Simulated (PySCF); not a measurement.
**Geometry relaxation, with input and output: CHFNSi (part 1 of 2)**

CHFNSi, multiplicity 2, SMILES N#C[SiH]F, computed with B3LYP/STO-3G, UKS (PySCF 2.14.0).

The geometry comes from this level: PBE0-D4/def2-TZVP. Figures and captions count atoms from 1; the log counts them from 0 in places.

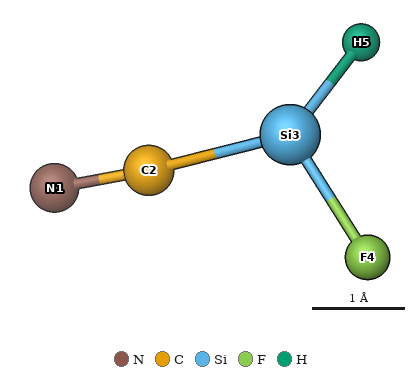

**Figure 1.** The input geometry (ball-and-stick view, seen at a tilt; atoms are numbered from 1 in the order of the input).

Input file (input.py):
```python
from pyscf import gto, dft
from pyscf.geomopt.geometric_solver import kernel as optimise

mol = gto.Mole()
mol.atom = 'geometry.xyz'
mol.spin = 1
mol.max_memory = 1860
mol.verbose = 3
mol.basis = 'sto-3g'
mol.charge = 0
mol.build()

mf = dft.UKS(mol)
mf.xc = 'b3lyp'
mf.conv_tol = 1e-10
mf.grids.level = 4
converged, mol_eq = optimise(mf, maxsteps=60, convergence_set='GAU_TIGHT')
print('converged:', converged)
print(mol_eq.tostring())

mf.reset(mol_eq)
mol = mol_eq
mf.kernel()
if not mf.converged:
    mf = mf.newton().run(mf.mo_coeff, mf.mo_occ)
etot = mf.e_tot
print('E = %.10f Eh' % etot)
```

File geometry.xyz:
```
5
CHFNSi
N      1.347400    -1.164000     1.391300
C      0.713800    -0.590000     0.616200
Si    -0.146100     0.297600    -0.743500
F     -1.590300    -0.347100    -0.917700
H     -0.274900     1.730000    -0.387600
```

Machine: 1 thread of Intel Xeon @ 2.90GHz (Ice Lake), 16 GiB of memory available, shared host.

Run as:
```bash
OMP_NUM_THREADS=1 python input.py
```

Output:
```
#|     Arguments passed to driver run_optimizer():      |#
convergence_set           GAU_TIGHT
customengine              <pyscf.geomopt.geometric_solver.PySCFEngine object>
maxiter                   60
----------------------------------------------------------
Custom engine selected.
Bonds will be generated from interatomic distances less than 1.20 times sum of covalent radii
15 internal coordinates being used (instead of 15 Cartesians)
Internal coordinate system (atoms numbered from 1):
Distance 1-2
Distance 2-3
Distance 3-4
Distance 3-5
Angle 2-3-4
Angle 2-3-5
Angle 4-3-5
LinearAngleX 1-2-3
LinearAngleY 1-2-3
Translation-X 1-5
Translation-Y 1-5
Translation-Z 1-5
Rotation-A 1-5
Rotation-B 1-5
Rotation-C 1-5
<class 'geometric.internal.Distance'> : 4
<class 'geometric.internal.Angle'> : 3
<class 'geometric.internal.LinearAngle'> : 2
<class 'geometric.internal.TranslationX'> : 1
<class 'geometric.internal.TranslationY'> : 1
<class 'geometric.internal.TranslationZ'> : 1
<class 'geometric.internal.RotationA'> : 1
<class 'geometric.internal.RotationB'> : 1
<class 'geometric.internal.RotationC'> : 1
> ===== Optimization Info: ====
> Job type: Energy minimization
> Maximum number of optimization cycles: 60
> Initial / maximum trust radius (Angstrom): 0.100 / 0.300
> Convergence Criteria:
> Will converge when all 5 criteria are reached:
>  |Delta-E| < 1.00e-06
>  RMS-Grad  < 1.00e-05
>  Max-Grad  < 1.50e-05
>  RMS-Disp  < 4.00e-05
>  Max-Disp  < 6.00e-05
> === End Optimization Info ===

Geometry optimization cycle 1
Cartesian coordinates (Angstrom)
 Atom        New coordinates             dX        dY        dZ
   N   1.347400  -1.164000   1.391300   -0.000000  0.000000  0.000000
   C   0.713800  -0.590000   0.616200    0.000000  0.000000  0.000000
  Si  -0.146100   0.297600  -0.743500    0.000000  0.000000  0.000000
   F  -1.590300  -0.347100  -0.917700    0.000000  0.000000  0.000000
   H  -0.274900   1.730000  -0.387600    0.000000  0.000000  0.000000

WARN: Mole.unit (angstrom) is changed to Bohr

WARN: HOMO -0.148468388947815 >= LUMO -0.148468388947814

converged SCF energy = -476.722159704457  <S^2> = 0.75173321  2S+1 = 2.0017325
--------------- UKS_Scanner gradients ---------------
         x                y                z
0 N    -0.0660373718     0.0604906021    -0.0812596489
1 C     0.0657060978    -0.0610549203     0.0758669181
2 Si    -0.0387562123    -0.0239591955     0.0064246796
3 F     0.0381380222     0.0149529994     0.0014944412
4 H     0.0009721921     0.0095716283    -0.0024915720
----------------------------------------------
cycle 1: E = -476.722159704  dE = -476.722  norm(grad) = 0.179779
Step    0 : Gradient = 8.040e-02/1.209e-01 (rms/max) Energy = -476.7221597045
Hessian Eigenvalues: 5.00000e-02 5.00000e-02 5.00000e-02 ... 2.50000e-01 5.29717e-01 1.31805e+00

Geometry optimization cycle 2
Cartesian coordinates (Angstrom)
 Atom        New coordinates             dX        dY        dZ
   N   1.348419  -1.150255   1.426758    0.001019  0.013745  0.035458
   C   0.713329  -0.565785   0.589394   -0.000471  0.024215 -0.026806
  Si  -0.113389   0.299345  -0.816506    0.032711  0.001745 -0.073006
   F  -1.620192  -0.321026  -0.905231   -0.029892  0.026074  0.012469
   H  -0.279469   1.664162  -0.337559   -0.004569 -0.065838  0.050041
converged SCF energy = -476.729755949442  <S^2> = 0.752558  2S+1 = 2.0025564
--------------- UKS_Scanner gradients ---------------
         x                y                z
0 N     0.0051275796    -0.0042990461     0.0051541791
1 C    -0.0076608274     0.0068493267    -0.0056215972
2 Si    -0.0063030767    -0.0033016005    -0.0026134120
3 F     0.0096699355     0.0053695403     0.0021154525
4 H    -0.0008244466    -0.0046102180     0.0009210939
----------------------------------------------
cycle 2: E = -476.729755949  dE = -0.00759624  norm(grad) = 0.0203863
Step    1 : Displace = 5.957e-02/8.285e-02 (rms/max) Trust = 1.000e-01 (=) Grad = 9.117e-03/1.171e-02 (rms/max) E (change) = -476.7297559494 (-7.596e-03) Quality = 0.877
Hessian Eigenvalues: 4.99999e-02 5.00000e-02 5.00000e-02 ... 2.54508e-01 4.74808e-01 1.38422e+00

Geometry optimization cycle 3
Cartesian coordinates (Angstrom)
 Atom        New coordinates             dX        dY        dZ
   N   1.357681  -1.164669   1.428861    0.009262 -0.014414  0.002103
   C   0.720919  -0.574450   0.598112    0.007590 -0.008665  0.008718
  Si  -0.124458   0.307363  -0.794210   -0.011069  0.008018  0.022296
   F  -1.630689  -0.339919  -0.918186   -0.010497 -0.018893 -0.012955
   H  -0.275262   1.697718  -0.355624    0.004208  0.033557 -0.018065
converged SCF energy = -476.730129301026  <S^2> = 0.75256499  2S+1 = 2.0025633
--------------- UKS_Scanner gradients ---------------
         x                y                z
0 N     0.0036025505    -0.0029781221     0.0040546060
1 C    -0.0027760611     0.0021310889    -0.0031912296
2 Si    -0.0025734384    -0.0007537882    -0.0001193215
3 F     0.0014223659     0.0003162301    -0.0005437089
4 H     0.0003575733     0.0012982050    -0.0002188824
----------------------------------------------
cycle 3: E = -476.730129301  dE = -0.000373352  norm(grad) = 0.00849731
Step    2 : Displace = 2.567e-02/3.880e-02 (rms/max) Trust = 1.414e-01 (+) Grad = 3.800e-03/6.188e-03 (rms/max) E (change) = -476.7301293010 (-3.734e-04) Quality = 0.841
Hessian Eigenvalues: 4.99921e-02 5.00000e-02 5.00000e-02 ... 3.02312e-01 4.36823e-01 1.29787e+00

Geometry optimization cycle 4
Cartesian coordinates (Angstrom)
 Atom        New coordinates             dX        dY        dZ
   N   1.351406  -1.160901   1.427747   -0.006275  0.003768 -0.001115
   C   0.721442  -0.572440   0.594255    0.000523  0.002010 -0.003857
  Si  -0.119904   0.306681  -0.798996    0.004554 -0.000682 -0.004786
   F  -1.629560  -0.339127  -0.912187    0.001129  0.000791  0.005999
   H  -0.276731   1.691180  -0.350853   -0.001469 -0.006538  0.004771
converged SCF energy = -476.730178078957  <S^2> = 0.7525137  2S+1 = 2.0025121
--------------- UKS_Scanner gradients ---------------
         x                y                z
0 N     0.0005503832    -0.0001833359     0.0000313903
1 C    -0.0006499648     0.0001560841     0.0001716137
2 Si    -0.0003718825    -0.0003092278    -0.0001349936
3 F     0.0004573959     0.0002142704    -0.0001003720
4 H     0.0000412368     0.0001344226     0.0000016048
----------------------------------------------
cycle 4: E = -476.730178079  dE = -4.87779e-05  norm(grad) = 0.00116228
Step    3 : Displace = 6.668e-03/7.930e-03 (rms/max) Trust = 2.000e-01 (+) Grad = 5.198e-04/6.901e-04 (rms/max) E (change) = -476.7301780790 (-4.878e-05) Quality = 1.140
Hessian Eigenvalues: 4.98866e-02 5.00000e-02 5.00000e-02 ... 3.04671e-01 4.30924e-01 1.31379e+00

Geometry optimization cycle 5
Cartesian coordinates (Angstrom)
 Atom        New coordinates             dX        dY        dZ
   N   1.348795  -1.160589   1.428320   -0.002611  0.000313  0.000574
   C   0.723015  -0.572030   0.592258    0.001573  0.000410 -0.001997
  Si  -0.119424   0.307132  -0.799836    0.000480  0.000451 -0.000839
   F  -1.629653  -0.340355  -0.909040   -0.000093 -0.001228  0.003147
   H  -0.277864   1.690432  -0.349732   -0.001133 -0.000748  0.001120
converged SCF energy = -476.730183095536  <S^2> = 0.7524978  2S+1 = 2.0024962
--------------- UKS_Scanner gradients ---------------
         x                y                z
0 N     0.0000714761     0.0001943853    -0.0004391533
1 C    -0.0002757609    -0.0001432062     0.0004895022
2 Si     0.0002930458    -0.0000014338    -0.0000334831
3 F    -0.0000548020     0.0000151707    -0.0000460174
4 H    -0.0000097179    -0.0000530692    -0.0000059417
----------------------------------------------
cycle 5: E = -476.730183096  dE = -5.01658e-06  norm(grad) = 0.00081683
Step    4 : Displace = 2.299e-03/2.957e-03 (rms/max) Trust = 2.828e-01 (+) Grad = 3.653e-04/5.798e-04 (rms/max) E (change) = -476.7301830955 (-5.017e-06) Quality = 1.417
Hessian Eigenvalues: 4.50776e-02 5.00000e-02 5.00000e-02 ... 3.27263e-01 4.83861e-01 1.45492e+00

Geometry optimization cycle 6
Cartesian coordinates (Angstrom)
 Atom        New coordinates             dX        dY        dZ
   N   1.345461  -1.160520   1.429696   -0.003334  0.000069  0.001375
   C   0.725852  -0.571569   0.589447    0.002837  0.000460 -0.002810
  Si  -0.120053   0.307659  -0.800447   -0.000629  0.000527 -0.000612
   F  -1.630086  -0.342681  -0.903965   -0.000433 -0.002326  0.005075
   H  -0.279768   1.690052  -0.348136   -0.001904 -0.000380  0.001596
converged SCF energy = -476.730186939186  <S^2> = 0.75247436  2S+1 = 2.0024728
--------------- UKS_Scanner gradients ---------------
         x                y                z
0 N    -0.0001398205     0.0002539935    -0.0004056182
1 C    -0.0000471912    -0.0001949020     0.0003468988
2 Si     0.0006025838     0.0001682963     0.0000230921
3 F    -0.0003576060    -0.0001291513    -0.0000080913
4 H    -0.0000382922    -0.0000872007     0.0000031555
----------------------------------------------
cycle 6: E = -476.730186939  dE = -3.84365e-06  norm(grad) = 0.000977145
Step    5 : Displace = 3.266e-03/4.426e-03 (rms/max) Trust = 3.000e-01 (+) Grad = 4.370e-04/6.261e-04 (rms/max) E (change) = -476.7301869392 (-3.844e-06) Quality = 1.182
Hessian Eigenvalues: 3.52501e-02 5.00000e-02 5.00000e-02 ... 3.26107e-01 5.00068e-01 1.43360e+00

Geometry optimization cycle 7
Cartesian coordinates (Angstrom)
 Atom        New coordinates             dX        dY        dZ
   N   1.344278  -1.160584   1.430672   -0.001183 -0.000065  0.000977
   C   0.727629  -0.571343   0.588308    0.001777  0.000226 -0.001140
  Si  -0.121419   0.307716  -0.800101   -0.001366  0.000058  0.000347
   F  -1.630726  -0.344217  -0.900586   -0.000639 -0.001536  0.003379
   H  -0.281097   1.689955  -0.347117   -0.001329 -0.000096  0.001019
converged SCF energy = -476.730187998959  <S^2> = 0.75246131  2S+1 = 2.0024598
--------------- UKS_Scanner gradients ---------------
         x                y                z
0 N    -0.0000916506     0.0001118705    -0.0001378263
1 C     0.0000112438    -0.0000977310     0.0000891044
2 Si     0.0003288821     0.0001412074     0.0000224211
3 F    -0.0002121329    -0.0000905667    -0.0000143252
4 H    -0.0000192052    -0.0000543239    -0.0000023484
----------------------------------------------
cycle 7: E = -476.730187999  dE = -1.05977e-06  norm(grad) = 0.000492816
Step    6 : Displace = 1.640e-03/2.418e-03 (rms/max) Trust = 3.000e-01 (=) Grad = 2.204e-04/3.586e-04 (rms/max) E (change) = -476.7301879990 (-1.060e-06) Quality = 1.006
Hessian Eigenvalues: 2.73144e-02 4.99999e-02 5.00000e-02 ... 3.07087e-01 4.35900e-01 1.37053e+00

Geometry optimization cycle 8
Cartesian coordinates (Angstrom)
 Atom        New coordinates             dX        dY        dZ
   N   1.344561  -1.160571   1.431100    0.000283  0.000014  0.000428
   C   0.728279  -0.571249   0.588412    0.000650  0.000095  0.000104
  Si  -0.122642   0.307420  -0.799324   -0.001223 -0.000296  0.000777
   F  -1.631462  -0.345000  -0.898508   -0.000736 -0.000783  0.002078
   H  -0.281948   1.689855  -0.346445   -0.000850 -0.000100  0.000672
converged SCF energy = -476.730188159415  <S^2> = 0.75245705  2S+1 = 2.0024555
--------------- UKS_Scanner gradients ---------------
         x                y                z
0 N    -0.0000249613     0.0000094265     0.0000198589
1 C     0.0000154436    -0.0000201359    -0.0000376132
2 Si     0.0000450700     0.0000349018    -0.0000013694
3 F    -0.0000169219    -0.0000160413    -0.0000284405
4 H    -0.0000025790     0.0000020482     0.0000037449
----------------------------------------------
cycle 8: E = -476.730188159  dE = -1.60456e-07  norm(grad) = 8.82822e-05
Step    7 : Displace = 4.416e-04/6.740e-04 (rms/max) Trust = 3.000e-01 (=) Grad = 3.948e-05/5.702e-05 (rms/max) E (change) = -476.7301881594 (-1.605e-07) Quality = 0.596
Hessian Eigenvalues: 1.72463e-02 4.98961e-02 5.00000e-02 ... 3.19565e-01 4.50765e-01 1.40783e+00

Geometry optimization cycle 9
Cartesian coordinates (Angstrom)
 Atom        New coordinates             dX        dY        dZ
   N   1.345393  -1.160468   1.431359    0.000832  0.000102  0.000258
   C   0.728584  -0.571168   0.588990    0.000304  0.000081  0.000577
  Si  -0.123869   0.306991  -0.798241   -0.001227 -0.000430  0.001083
   F  -1.632425  -0.345710  -0.896241   -0.000963 -0.000709  0.002267
   H  -0.282870   1.689607  -0.345692   -0.000922 -0.000249  0.000754
converged SCF energy = -476.730188153857  <S^2> = 0.75245593  2S+1 = 2.0024544
--------------- UKS_Scanner gradients ---------------
         x                y                z
0 N     0.0000090180    -0.0000396956     0.0000839124
1 C     0.0000171893     0.0000192600    -0.0000808328
2 Si    -0.0001178745    -0.0000232546    -0.0000123119
3 F     0.0000989398     0.0000309066    -0.0000386344
4 H     0.0000077475     0.0000227133     0.0000033211
----------------------------------------------
cycle 9: E = -476.730188154  dE = 5.55792e-09  norm(grad) = 0.000208109
Step    8 : Displace = 1.599e-04/1.917e-04 (rms/max) Trust = 3.000e-01 (=) Grad = 9.307e-05/1.208e-04 (rms/max) E (change) = -476.7301881539 (+5.558e-09) Quality = -0.043
Poor-quality step dominated by net translation/rotation detected; will project out net forces and torques past this point.
Hessian Eigenvalues: 4.92308e-03 4.95420e-02 5.00000e-02 ... 3.37092e-01 6.30010e-01 1.52603e+00

Geometry optimization cycle 10
Cartesian coordinates (Angstrom)
 Atom        New coordinates             dX        dY        dZ
   N   1.345578  -1.160447   1.431325    0.000185  0.000022 -0.000033
   C   0.728522  -0.571149   0.589154   -0.000062  0.000018  0.000165
  Si  -0.123961   0.306923  -0.798086   -0.000092 -0.000068  0.000155
   F  -1.632559  -0.345764  -0.895997   -0.000134 -0.000055  0.000244
   H  -0.282972   1.689553  -0.345611   -0.000102 -0.000054  0.000081
converged SCF energy = -476.730188185538  <S^2> = 0.75245642  2S+1 = 2.0024549
```
